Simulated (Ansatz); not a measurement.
# singlet [BF2]+: levels of theory compared

Aim: a comparison of 6 runs (HF/STO-3G, B2PLYP/STO-3G, PBE0/STO-3G, r2SCAN/STO-3G, wB97M-V/STO-3G, CCSDT/STO-3G) of singlet [BF2]+. 

The calculation is run with Ansatz 0.2.0.

36 further runs of the same task are left out: 36 set aside as unsound or not needed.

**1. Starting point**

The species is [BF2]+ (3 atoms), meant as a singlet with charge +1. As SMILES of the parent species, `F[B]F`. The coordinates come from a PBE0-D4/def2-TZVP relaxation. That shape belongs to the parent species and isn't relaxed for this state.

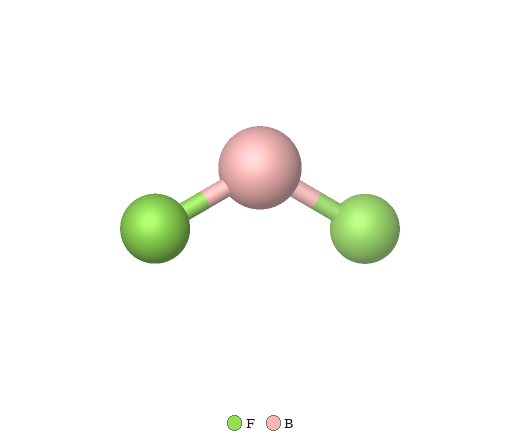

Viewed from a chosen angle; fluorine green, boron pink.

**2. A single-point energy at HF/STO-3G (run 1)**

in.yaml

```yaml
basis:
  gaussian: {orbitals: STO-3G}
crystal:
  periodic: [false, false, false]
  atoms:
    - symbol: F
      position_ang: [0.513100, -1.044300, 0.160000]
    - symbol: B
      position_ang: [0.279000, 0.240500, 0.181300]
    - symbol: F
      position_ang: [-0.802900, 0.738900, -0.354600]
total_charge: 1
hamiltonian: {xc: hf}
accuracy: high
```

Run with:

```bash
ansatz run in.yaml --threads 1 --pin off --max-ram 2610MiB --events-out events.jsonl --progress --plain --runs-dir runs
```

The program printed:

```text
Warning: RAYON_NUM_THREADS=1 ignored (pool sized by the plan → 1); use --threads N
Functional definition: HF
  name "HF"
  exchange = exact_x
  correlation = 0
250 factors; integrals over basis functions are off by at most 3.9e-8 eV
mean field evaluation 1: about -5986.4965 eV, gradient 3.8e1 eV
mean field evaluation 2: about -5986.5215 eV, gradient 3.9e1 eV
mean field evaluation 4: about -5992.3191 eV, gradient 1.4e0 eV
mean field evaluation 8: about -5992.3232 eV, gradient 7.9e-4 eV
mean field -5992.32321311 eV, -220.2138163392 hartree, gradient 2.7e-8 eV, S^2 0.000000; 0 other end points of the search recorded, 0 dependent functions left out
reference -5992.32321311 eV, -220.2138163392 hartree; 11, 11 occupied and 4, 4 virtual orbitals, 250 factors
Total energy: -5992.32321311 eV, -220.2138163392 hartree
```

Run time: 0.06 s. Hardware: 1 thread of Intel Xeon Platinum 8488C (Sapphire Rapids), shared host.

**3. A single-point energy at B2PLYP/STO-3G (run 2)**

job.yaml

```yaml
crystal:
  periodic: [false, false, false]
  atoms:
    - symbol: F
      position_ang: [0.513100, -1.044300, 0.160000]
    - symbol: B
      position_ang: [0.279000, 0.240500, 0.181300]
    - symbol: F
      position_ang: [-0.802900, 0.738900, -0.354600]
basis:
  gaussian:
    orbitals: STO-3G
correlation:
  frozen_orbitals: {B: 1, F: 1}
accuracy: high
hamiltonian:
  xc: {name: B2PLYP}
total_charge: 1
```

Run with:

```bash
ansatz run job.yaml --threads 1 --pin off --max-ram 2610MiB --events-out events.jsonl --progress --plain --runs-dir runs
```

The program printed (excerpt; [...] marks lines left out):

```text
Warning: RAYON_NUM_THREADS=1 ignored (pool sized by the plan → 1); use --threads N
Functional definition: B2PLYP
  name "B2PLYP"
[...]
250 factors; integrals over basis functions are off by at most 3.9e-8 eV
[...]
mean field -6008.38132933 eV, -220.8039412256 hartree, gradient 2.1e-8 eV, S^2 0.000000; 0 other end points of the search recorded, 0 dependent functions left out
3 core orbitals not correlated: weight in the atoms' cores, before any rotation towards them, 1.000 or more for the frozen orbitals, at most 0.000 for the correlated occupied ones
reference -6008.38134084 eV, -220.8039416485 hartree; 8, 8 occupied and 4, 4 virtual orbitals, 250 factors
second order -5.04795167 eV of doubles, -0.00000000 eV of singles
Total energy: -6009.74428779 eV, -220.8540290251 hartree
```

Run time: 0.62 s. Hardware: 1 thread of Intel Xeon Platinum 8488C (Sapphire Rapids), shared host.

Runs 3 to 4 aren't shown in full; the table further down has their settings and results.

**4. A single-point energy at wB97M-V/STO-3G (run 5)**

run.yaml

```yaml
crystal:
  periodic: [false, false, false]
  atoms:
    - {symbol: F, position_ang: [0.513100, -1.044300, 0.160000]}
    - {symbol: B, position_ang: [0.279000, 0.240500, 0.181300]}
    - {symbol: F, position_ang: [-0.802900, 0.738900, -0.354600]}
basis:
  gaussian:
    orbitals: STO-3G
total_charge: 1
hamiltonian:
  xc: {name: wB97M-V}
accuracy: high
```

Run with:

```bash
ansatz run run.yaml --threads 1 --pin off --max-ram 2610MiB --events-out events.jsonl --progress --plain --runs-dir runs
```

The program printed (excerpt; [...] marks lines left out):

```text
Warning: RAYON_NUM_THREADS=1 ignored (pool sized by the plan → 1); use --threads N
Functional definition: wB97M-V
  name "wB97M-V"
[...]
  gx(w, u) = 1 - cx + cx01*u + cx10*w
  gss(w, u) = css00 + css04*u^4 + css10*w + css20*w^2 + css43*w^4*u^3
  gos(w, u) = cos00 + cos10*w + (cos20 + cos21*u)*w^2 + (cos60 + cos61*u)*w^6
[...]
      + integral(e_c_pw_mod_opposite_spin*gos(b97_w_opposite, b97_u_opposite)) + vv10(b, c)
250 factors; integrals over basis functions are off by at most 3.9e-8 eV
120 factors; integrals over basis functions are off by at most 8.7e-10 eV
[...]
mean field -6016.78880917 eV, -221.1129104110 hartree, gradient 7.7e-8 eV, S^2 0.000000; 0 other end points of the search recorded, 0 dependent functions left out
reference -6016.78881069 eV, -221.1129104668 hartree; 11, 11 occupied and 4, 4 virtual orbitals, 250 factors
Total energy: -6016.78881069 eV, -221.1129104668 hartree
```

It took 4.5 s on 1 thread of Intel Xeon Platinum 8488C (Sapphire Rapids), shared host; peak memory 0.22 GiB.

**5. The energy at CCSDT/STO-3G (run 6)**

run.yaml

```yaml
crystal:
  periodic: [false, false, false]
  atoms:
    - symbol: F
      position_ang: [0.513100, -1.044300, 0.160000]
    - symbol: B
      position_ang: [0.279000, 0.240500, 0.181300]
    - symbol: F
      position_ang: [-0.802900, 0.738900, -0.354600]
basis:
  gaussian:
    orbitals: STO-3G
total_charge: 1
correlation:
  method: ccsdt
  frozen_orbitals: {B: 1, F: 1}
accuracy: high
scf:
  omitted_lower_state_checks: [cluster_reference, increment]
```

Run with:

```bash
ansatz run run.yaml --threads 1 --pin off --max-ram 2610MiB --events-out events.jsonl --progress --plain --runs-dir runs
```

The program printed:

```text
Warning: RAYON_NUM_THREADS=1 ignored (pool sized by the plan → 1); use --threads N
[... 11 lines left out ...]
3 core orbitals not correlated: weight in the atoms' cores, before any rotation towards them, 1.000 or more for the frozen orbitals, at most 0.000 for the correlated occupied ones
[... 30 lines left out ...]
Total energy: -5996.27911325 eV, -220.3591929879 hartree
Checks for a lower state left out: cluster_reference, increment
```

It took 0.3 s on 1 thread of Intel Xeon Platinum 8488C (Sapphire Rapids), shared host.

**6. Overview of the runs**

```csv
run,level,frozen core orbitals,energy (Eh),wall time
1,HF/STO-3G,–,-220.213816,0.06 s
2,B2PLYP/STO-3G,3,-220.854029,0.62 s
3,PBE0/STO-3G,–,-220.899216,0.42 s
4,r2SCAN/STO-3G,–,-221.033818,0.96 s
5,wB97M-V/STO-3G,–,-221.112910,4.5 s
6,CCSDT/STO-3G,3,-220.359193,0.3 s
```

**7. What came out**

| quantity | value |
| --- | --- |
| run 6: total energy | -220.35919 Eh |
| run 6: correlation energy (3 core orbitals frozen) | -145.4 mEh |
| run 6: T1 diagnostic | 0.029 |

**Reading.** Totals of different functionals can't be ranked against each other. In runs 1, 2, 3, 4, 5, 6 the basis is minimal, so the values are rough. All runs together took 6.9 s, the longest 4.5 s.
